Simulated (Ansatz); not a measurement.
```xyz
2

Cu    1.0130   -0.3408    0.5185
I    -1.0130    0.3408   -0.5185
```

Geometry: PBE0-D4/def2-TZVP; core potentials replace the inner electrons of I.

The calculation used Ansatz 0.2.0, RKS PBE0-D4/def2-TZVPP.

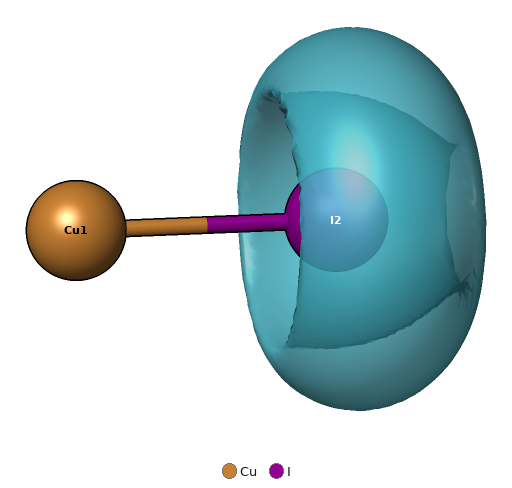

CuI (SMILES [Cu][I]). Isosurface of the ELF at 0.75 (cyan), seen from one side. Only the valence region is drawn (cores and ρ < 0.01 e/Å³ removed).

### Describe the localisation domains.

The ELF exceeds this value in one ring or bowl of non-bonding electrons around I. Along the contacts the grid gives the following. Cu–I (2.38 Å): the ELF reaches about 0.60 near the midpoint.
